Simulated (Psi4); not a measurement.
**Energy and gradient calculation of C₆H₁₂Cl₄Si₄ (part 1 of 3)**

C₆H₁₂Cl₄Si₄, computed with BP86/STO-3G, RKS (Psi4 1.11).

The geometry comes from this level: GFN2-xTB.

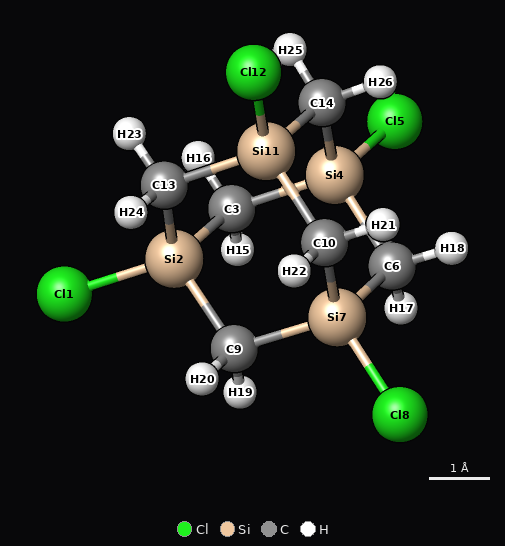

Fig. 1: The input geometry (ball-and-stick view, seen at a tilt; atoms are numbered from 1 in the order of the input).

### Input file (input.inp)
```
memory 3300 mb

molecule m {
  0 1
  Cl    -3.958350     0.104350     0.009330
  Si    -1.922420     0.050410     0.004260
  C     -1.217650     1.720010    -0.573960
  Si     0.684520     1.698540    -0.586800
  Cl     1.409200     3.497440    -1.208930
  C      1.266940     0.311990    -1.751750
  Si     0.602260    -1.381130    -1.194740
  Cl     1.239530    -2.844260    -2.460270
  C     -1.298580    -1.308930    -1.171240
  C      1.218140    -1.720050     0.572930
  Si     0.635310    -0.367820     1.777430
  Cl     1.308570    -0.757280     3.659720
  C     -1.265970    -0.312810     1.752480
  C      1.297410     1.309620     1.171540
  H     -1.591910     1.954950    -1.568760
  H     -1.574370     2.517640     0.075150
  H      0.940640     0.521650    -2.768830
  H      2.354740     0.289490    -1.785690
  H     -1.674800    -1.129820    -2.176870
  H     -1.701880    -2.273770    -0.869010
  H      2.305040    -1.779710     0.581360
  H      0.863020    -2.692720     0.908640
  H     -1.623920     0.444610     2.447490
  H     -1.668150    -1.259180     2.109540
  H      0.986940     2.098240     1.854580
  H      2.385750     1.308560     1.192410
  symmetry c1
}

set {
  basis                STO-3G
  reference            rks
  puream               true
  e_convergence        1e-09
  d_convergence        1e-08
  scf_type             pk
  dft_radial_points    99
  dft_spherical_points 590
}

e, wfn = gradient('bp86', return_wfn=True)
oeprop(wfn, 'MAYER_INDICES', 'MULLIKEN_CHARGES', 'DIPOLE', title='BP86')
print_variables()
```

Hardware: 1 thread of Intel Xeon (Sapphire Rapids), 64 GiB of memory available, shared host.

Command:
```bash
psi4 -i input.inp -o input.out -n 1
```

### What the program printed
```
Psi4 1.11 release

gradient() will perform analytic gradient computation.

   => Loading Basis Set <=

    Name: STO-3G
    Role: ORBITAL
    Keyword: BASIS

         ---------------------------------------------------------
                                   SCF
                              RKS Reference
                        1 Threads,   3147 MiB Core
         ---------------------------------------------------------

  ==> Geometry <==

    Molecular point group: c1
    Full point group: C1

    Geometry (in Angstrom), charge = 0, multiplicity = 1:

       Center              X                  Y                   Z               Mass
    ------------   -----------------  -----------------  -----------------  -----------------
         CL          -3.958226856494     0.104330225668     0.009333092533    34.968852682000
         SI          -1.922296856494     0.050390225668     0.004263092533    27.976926534650
         C           -1.217526856494     1.719990225668    -0.573956907467    12.000000000000
         SI           0.684643143506     1.698520225668    -0.586796907467    27.976926534650
         CL           1.409323143506     3.497420225668    -1.208926907467    34.968852682000
         C            1.267063143506     0.311970225668    -1.751746907467    12.000000000000
         SI           0.602383143506    -1.381149774332    -1.194736907467    27.976926534650
         CL           1.239653143506    -2.844279774332    -2.460266907467    34.968852682000
         C           -1.298456856494    -1.308949774332    -1.171236907467    12.000000000000
         C            1.218263143506    -1.720069774332     0.572933092533    12.000000000000
         SI           0.635433143506    -0.367839774332     1.777433092533    27.976926534650
         CL           1.308693143506    -0.757299774332     3.659723092533    34.968852682000
         C           -1.265846856494    -0.312829774332     1.752483092533    12.000000000000
         C            1.297533143506     1.309600225668     1.171543092533    12.000000000000
         H           -1.591786856494     1.954930225668    -1.568756907467     1.007825032230
         H           -1.574246856494     2.517620225668     0.075153092533     1.007825032230
         H            0.940763143506     0.521630225668    -2.768826907467     1.007825032230
         H            2.354863143506     0.289470225668    -1.785686907467     1.007825032230
         H           -1.674676856494    -1.129839774332    -2.176866907467     1.007825032230
         H           -1.701756856494    -2.273789774332    -0.869006907467     1.007825032230
         H            2.305163143506    -1.779729774332     0.581363092533     1.007825032230
         H            0.863143143506    -2.692739774332     0.908643092533     1.007825032230
         H           -1.623796856494     0.444590225668     2.447493092533     1.007825032230
         H           -1.668026856494    -1.259199774332     2.109543092533     1.007825032230
         H            0.987063143506     2.098220225668     1.854583092533     1.007825032230
         H            2.385873143506     1.308540225668     1.192413092533     1.007825032230

  Running in c1 symmetry.

  Rotational constants: A =      0.00827  B =      0.00827  C =      0.00827 [cm^-1]
  Rotational constants: A =    247.97584  B =    247.96100  C =    247.95166 [MHz]
  Nuclear repulsion = 2029.806281510168901

  Charge       = 0
  Multiplicity = 1
  Electrons    = 172
  Nalpha       = 86
  Nbeta        = 86

  ==> Algorithm <==

  SCF Algorithm Type is PK.
  DIIS enabled.
  MOM disabled.
  Fractional occupation disabled.
  Guess Type is SAD.
  Energy threshold   = 1.00e-09
  Density threshold  = 1.00e-08
  Integral threshold = 1.00e-12

  ==> Primary Basis <==

  Basis Set: STO-3G
    Blend: STO-3G
    Number of shells: 70
    Number of basis functions: 114
    Number of Cartesian functions: 114
    Spherical Harmonics?: true
    Max angular momentum: 1

  ==> DFT Potential <==

   => LibXC <=

    Version 7.1.2

   => Composite Functional: BP86 <=

    BP86 GGA Exchange-Correlation Functional

    Deriv               =              1
    GGA                 =           TRUE
    Meta                =          FALSE

    Exchange Hybrid     =          FALSE
    MP2 Hybrid          =          FALSE

   => Exchange Functionals <=

    1.0000     XC_GGA_X_B88

   => Correlation Functionals <=

    1.0000     XC_GGA_C_P86

   => LibXC Density Thresholds  <==

    XC_GGA_C_P86:  1.00E-15
    XC_GGA_X_B88:  1.00E-15

   => Molecular Quadrature <=

    Radial Scheme          =       TREUTLER
    Pruning Scheme         =           NONE
    Nuclear Scheme         =       TREUTLER

    Blocking Scheme        =         OCTREE
    BS radius alpha        =              1
    Pruning alpha          =              1
    Radial Points          =             99
    Spherical Points       =            590
    Total Points           =        1346354
    Total Blocks           =           9077
    Max Points             =            256
    Max Functions          =             86
    Weights Tolerance      =       1.00E-15

  ==> Integral Setup <==

  Using in-core PK algorithm.
   Calculation information:
      Number of atoms:                  26
      Number of AO shells:              70
      Number of primitives:            210
      Number of atomic orbitals:       114
      Number of basis functions:       114

      Integral cutoff                 1.00e-12
      Number of threads:                 1

  Performing in-core PK
  Using 42974580 doubles for integral storage.
  We computed 1652278 shell quartets total.
  Whereas there are 3088855 unique shell quartets.

  ==> DiskJK: Disk-Based J/K Matrices <==

    J tasked:                  Yes
    K tasked:                   No
    wK tasked:                  No
    Memory [MiB]:             1288
    Schwarz Cutoff:          1E-12

  Cached 33.3% of DFT collocation blocks in 0.877 [GiB].

  Minimum eigenvalue in the overlap matrix is 2.4031438635E-01.
  Reciprocal condition number of the overlap matrix is 9.7736951176E-02.
    Using symmetric orthogonalization.

  ==> Pre-Iterations <==

  SCF Guess: Superposition of Atomic Densities via on-the-fly atomic UHF (no occupation information).

   -------------------------
    Irrep   Nso     Nmo
   -------------------------
     A        114     114
   -------------------------
    Total     114     114
   -------------------------

  ==> Iterations <==

                        Total Energy        Delta E     RMS |[F,P]|

   @RKS iter SAD: -3193.65287600979718   -3.19365e+03   0.00000e+00
   @RKS iter   1: -3198.63721891331261   -4.98434e+00   5.21577e-03 ADIIS/DIIS
   @RKS iter   2: -3198.50056207973466    1.36657e-01   6.43399e-03 ADIIS/DIIS
   @RKS iter   3: -3198.92320050827948   -4.22638e-01   3.15774e-04 ADIIS/DIIS
   @RKS iter   4: -3198.92362093254496   -4.20424e-04   2.72378e-04 ADIIS/DIIS
   @RKS iter   5: -3198.92426839263453   -6.47460e-04   1.27541e-05 DIIS
   @RKS iter   6: -3198.92427067400649   -2.28137e-06   1.39605e-06 DIIS
   @RKS iter   7: -3198.92427073267163   -5.86651e-08   1.35016e-07 DIIS
   @RKS iter   8: -3198.92427073295858   -2.86946e-10   1.73021e-08 DIIS
   @RKS iter   9: -3198.92427073295949   -9.09495e-13   1.41315e-08 DIIS
   @RKS iter  10: -3198.92427073296358   -4.09273e-12   4.68324e-10 DIIS
  Energy and wave function converged.

  ==> Post-Iterations <==

   Electrons on quadrature grid:
      Ntotal   =  171.9999604999 ; deviation = -3.950e-05

    Orbital Energies [Eh]
    ---------------------

    Doubly Occupied:

       1A    -99.608843     2A    -99.608839     3A    -99.608821
       4A    -99.608801     5A    -64.810635     6A    -64.810627
       7A    -64.810617     8A    -64.810576     9A     -9.705932
      10A     -9.705786    11A     -9.705783    12A     -9.705776
      13A     -9.705670    14A     -9.705667    15A     -8.931256
      16A     -8.931247    17A     -8.931229    18A     -8.931197
      19A     -6.781638    20A     -6.781629    21A     -6.781611
      22A     -6.781578    23A     -6.766150    24A     -6.766149
      25A     -6.766145    26A     -6.766142    27A     -6.766129
      28A     -6.766127    29A     -6.766110    30A     -6.766108
      31A     -4.954620    32A     -4.954611    33A     -4.954603
      34A     -4.953585    35A     -3.320490    36A     -3.320480
      37A     -3.320472    38A     -3.317278    39A     -3.313648
      40A     -3.313644    41A     -3.313639    42A     -3.313433
      43A     -3.313433    44A     -3.313231    45A     -3.313227
      46A     -3.313223    47A     -0.713620    48A     -0.701333
      49A     -0.701321    50A     -0.701299    51A     -0.651478
      52A     -0.617726    53A     -0.617718    54A     -0.617711
      55A     -0.597772    56A     -0.597764    57A     -0.427273
      58A     -0.421812    59A     -0.421803    60A     -0.421789
      61A     -0.375205    62A     -0.375197    63A     -0.375166
      64A     -0.346446    65A     -0.346435    66A     -0.346411
      67A     -0.330156    68A     -0.306109    69A     -0.306096
      70A     -0.306083    71A     -0.274936    72A     -0.274925
      73A     -0.274899    74A     -0.270411    75A     -0.270386
      76A     -0.251120    77A     -0.251107    78A     -0.251100
      79A     -0.212934    80A     -0.212933    81A     -0.203626
      82A     -0.203622    83A     -0.203620    84A     -0.190131
      85A     -0.190125    86A     -0.190118

    Virtual:

      87A      0.059364    88A      0.124192    89A      0.124216
      90A      0.124221    91A      0.208114    92A      0.208150
      93A      0.216928    94A      0.218580    95A      0.218606
      96A      0.218635    97A      0.249345    98A      0.249347
      99A      0.249433   100A      0.273489   101A      0.273563
     102A      0.273587   103A      0.401685   104A      0.401703
     105A      0.401728   106A      0.408014   107A      0.408046
     108A      0.408052   109A      0.415814   110A      0.420538
     111A      0.420543   112A      0.420576   113A      0.421357
     114A      0.421378

    Final Occupation by Irrep:
              A
    DOCC [    86 ]
    NA   [    86 ]
    NB   [    86 ]

  @RKS Final Energy: -3198.92427073296358

   => Energetics <=

    Nuclear Repulsion Energy =           2029.8062815101689011
    One-Electron Energy =               -8475.3820085281276988
    Two-Electron Energy =                3480.7304574685922489
    DFT Exchange-Correlation Energy =    -234.0790011835976259
    Empirical Dispersion Energy =           0.0000000000000000
    VV10 Nonlocal Energy =                  0.0000000000000000
    Total Energy =                      -3198.9242707329635778

Computation Completed

Properties will be evaluated at   0.000000,   0.000000,   0.000000 [a0]

Properties computed using the SCF density matrix

 Multipole Moments:

 ------------------------------------------------------------------------------------
     Multipole            Electronic (a.u.)      Nuclear  (a.u.)        Total (a.u.)
 ------------------------------------------------------------------------------------

 L = 1.  Multiply by 2.5417464519 to convert [e a0] to [Debye]
 Dipole X            :         -0.0030743            0.0029304           -0.0001440
 Dipole Y            :          0.0003311           -0.0004369           -0.0001058
 Dipole Z            :          0.0003143            0.0001737            0.0004880
 Magnitude           :                                                    0.0005197

 ------------------------------------------------------------------------------------

	total time  =         47 seconds =       0.78 minutes

         ------------------------------------------------------------
                                   SCF GRAD
         ------------------------------------------------------------

  ==> Geometry <==

    Molecular point group: c1
    Full point group: C1

    Geometry (in Angstrom), charge = 0, multiplicity = 1:

       Center              X                  Y                   Z               Mass
    ------------   -----------------  -----------------  -----------------  -----------------
         CL          -3.958226856494     0.104330225668     0.009333092533    34.968852682000
         SI          -1.922296856494     0.050390225668     0.004263092533    27.976926534650
         C           -1.217526856494     1.719990225668    -0.573956907467    12.000000000000
         SI           0.684643143506     1.698520225668    -0.586796907467    27.976926534650
         CL           1.409323143506     3.497420225668    -1.208926907467    34.968852682000
         C            1.267063143506     0.311970225668    -1.751746907467    12.000000000000
         SI           0.602383143506    -1.381149774332    -1.194736907467    27.976926534650
         CL           1.239653143506    -2.844279774332    -2.460266907467    34.968852682000
         C           -1.298456856494    -1.308949774332    -1.171236907467    12.000000000000
         C            1.218263143506    -1.720069774332     0.572933092533    12.000000000000
         SI           0.635433143506    -0.367839774332     1.777433092533    27.976926534650
         CL           1.308693143506    -0.757299774332     3.659723092533    34.968852682000
         C           -1.265846856494    -0.312829774332     1.752483092533    12.000000000000
         C            1.297533143506     1.309600225668     1.171543092533    12.000000000000
         H           -1.591786856494     1.954930225668    -1.568756907467     1.007825032230
         H           -1.574246856494     2.517620225668     0.075153092533     1.007825032230
         H            0.940763143506     0.521630225668    -2.768826907467     1.007825032230
         H            2.354863143506     0.289470225668    -1.785686907467     1.007825032230
         H           -1.674676856494    -1.129839774332    -2.176866907467     1.007825032230
         H           -1.701756856494    -2.273789774332    -0.869006907467     1.007825032230
         H            2.305163143506    -1.779729774332     0.581363092533     1.007825032230
         H            0.863143143506    -2.692739774332     0.908643092533     1.007825032230
         H           -1.623796856494     0.444590225668     2.447493092533     1.007825032230
         H           -1.668026856494    -1.259199774332     2.109543092533     1.007825032230
         H            0.987063143506     2.098220225668     1.854583092533     1.007825032230
         H            2.385873143506     1.308540225668     1.192413092533     1.007825032230

  Nuclear repulsion = 2029.806281510168901

  ==> Basis Set <==

  Basis Set: STO-3G
    Blend: STO-3G
    Number of shells: 70
    Number of basis functions: 114
    Number of Cartesian functions: 114
    Spherical Harmonics?: true
    Max angular momentum: 1

  ==> DirectJKGrad: Integral-Direct SCF Gradients <==

    Gradient:                    1
    J tasked:                  Yes
    K tasked:                   No
    wK tasked:                  No
    Integrals threads:           1
    Schwarz Cutoff:          1E-12

  ==> DFT Potential <==

   => LibXC <=

    Version 7.1.2

   => Composite Functional: BP86 <=

    BP86 GGA Exchange-Correlation Functional

    Deriv               =              1
    GGA                 =           TRUE
    Meta                =          FALSE

    Exchange Hybrid     =          FALSE
    MP2 Hybrid          =          FALSE

   => Exchange Functionals <=

    1.0000     XC_GGA_X_B88

   => Correlation Functionals <=

    1.0000     XC_GGA_C_P86

   => LibXC Density Thresholds  <==

    XC_GGA_C_P86:  1.00E-15
    XC_GGA_X_B88:  1.00E-15

   => Molecular Quadrature <=

    Radial Scheme          =       TREUTLER
    Pruning Scheme         =           NONE
    Nuclear Scheme         =       TREUTLER

    Blocking Scheme        =         OCTREE
    BS radius alpha        =              1
    Pruning alpha          =              1
    Radial Points          =             99
    Spherical Points       =            590
    Total Points           =        1346354
    Total Blocks           =           9077
    Max Points             =            256
    Max Functions          =             86
    Weights Tolerance      =       1.00E-15
```
